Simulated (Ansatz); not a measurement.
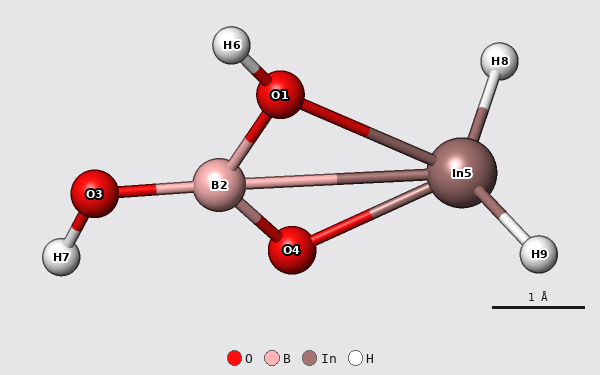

Fig. 1: The structure as given in the input (ball-and-stick view, seen at a tilt; atoms are numbered from 1 in the order of the input). Sticks mark near contacts. Bond lengths as drawn: B–In 2.67 Å, B–O 1.33 to 1.42 Å, H–In 1.71 Å, H–O 0.96 Å and In–O 2.08 to 2.43 Å.

**Two runs on InBH4O3**

System: InBH4O3.
Method of run 1: RKS revPBE-D4/def2-TZVPP (Ansatz 0.2.0).

The geometry comes from this level: PBE0-D4/def2-TZVP. Text and figures count atoms from 1; the logs count them from 0 in places.

**Input, run 1**
```yaml
crystal:
  periodic: [false, false, false]
  atoms:
    - {symbol: O, position_ang: [-0.474864, 0.861670, 0.541054]}
    - {symbol: B, position_ang: [0.477680, -0.173201, 0.713016]}
    - {symbol: O, position_ang: [1.101614, -0.243181, 1.928506]}
    - {symbol: O, position_ang: [0.639505, -0.951942, -0.351568]}
    - {symbol: In, position_ang: [-0.702699, -0.096112, -1.685791]}
    - {symbol: H, position_ang: [-0.624869, 1.448901, 1.284308]}
    - {symbol: H, position_ang: [1.726868, -0.970629, 1.954225]}
    - {symbol: H, position_ang: [-2.209902, -0.897571, -1.662448]}
    - {symbol: H, position_ang: [0.066667, 1.022065, -2.721313]}
basis:
  gaussian: {orbitals: def2-TZVPP}
hamiltonian: {xc: {name: revPBE}, dispersion: d4}
output: {orbitals: {seedname: orbitals}}
```

Command:
```bash
ansatz run in.yaml --threads 4 --pin off --events-out ev --progress --plain --max-ram 10444MiB
```

Hardware: 4 threads of Arm Neoverse V2, 23 GiB of memory available, shared host.

**Output (run 1)**
```
Functional definition: revPBE
  parameter kappa = 1.245
  parameter beta = 0.06672455060314922
  exchange = pbe_x(kappa = kappa, mu = beta*pi^2/3)
  correlation = pbe_c(beta = beta)
1246 factors; their error is unknown
mean field evaluation 1: about -12047.4574 eV, gradient 9.7e1 eV
mean field evaluation 2: about -11911.0833 eV, gradient 2.3e2 eV
mean field evaluation 4: about -12061.7259 eV, gradient 2.6e1 eV
mean field evaluation 8: about -12062.8538 eV, gradient 2.5e-1 eV
mean field evaluation 16: about -12062.8448 eV, gradient 5.6e-4 eV
mean field -12062.84479221 eV, -443.3013696237 hartree, gradient 3.5e-5 eV, S^2 0.000000; 0 other end points of the search recorded, 0 dependent functions left out
reference -12062.84486936 eV, -443.3013724589 hartree; 27, 27 occupied and 203, 203 virtual orbitals, 1246 factors
Total energy: -12063.36591881 eV, -443.3205206733 hartree
```

The input of run 2 differs as follows (lines with − go, lines with + come):
```diff
-hamiltonian: {xc: {name: revPBE}, dispersion: d4}
+hamiltonian: {xc: lda}
```

How does run 2 compare with run 1?

The total energies belong to different models, so their difference says nothing on which is more stable or more accurate. The HOMO goes from −6.57 to −6.81 eV. The LUMO goes from −1.60 to −1.95 eV.

**Output (run 2)**
```
Functional definition: SPW92
  exchange = slater_x
  correlation = pw_c
1246 factors; their error is unknown
mean field evaluation 1: about -11987.9632 eV, gradient 9.9e1 eV
mean field evaluation 2: about -11828.6285 eV, gradient 2.5e2 eV
mean field evaluation 4: about -12002.0087 eV, gradient 3.3e1 eV
mean field evaluation 8: about -12003.7012 eV, gradient 1.3e-1 eV
mean field evaluation 16: about -12003.6926 eV, gradient 3.9e-4 eV
mean field -12003.69258418 eV, -441.1275660737 hartree, gradient 6.1e-5 eV, S^2 0.000000; 0 other end points of the search recorded, 0 dependent functions left out
reference -12003.69263980 eV, -441.1275681174 hartree; 27, 27 occupied and 203, 203 virtual orbitals, 1246 factors
Total energy: -12003.69263980 eV, -441.1275681174 hartree
```

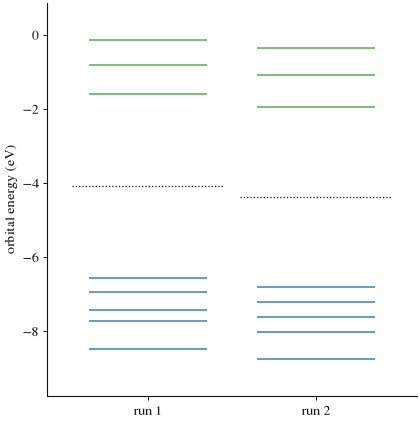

Fig. 2: The five highest filled and three lowest empty orbital energies of the two runs; the dotted lines part filled from empty levels. The HOMO–LUMO gap is 4.98 eV in run 1 and 4.85 eV in run 2.

**The two runs side by side**

```tsv
quantity	run 1	run 2
outcome	converged	converged
total energy (hartree)	−443.320521	−441.127568
HOMO (eV)	−6.57	−6.81
LUMO (eV)	−1.60	−1.95
basis functions	230	230
wall time (shared host)	2.1 s	1.2 s
```
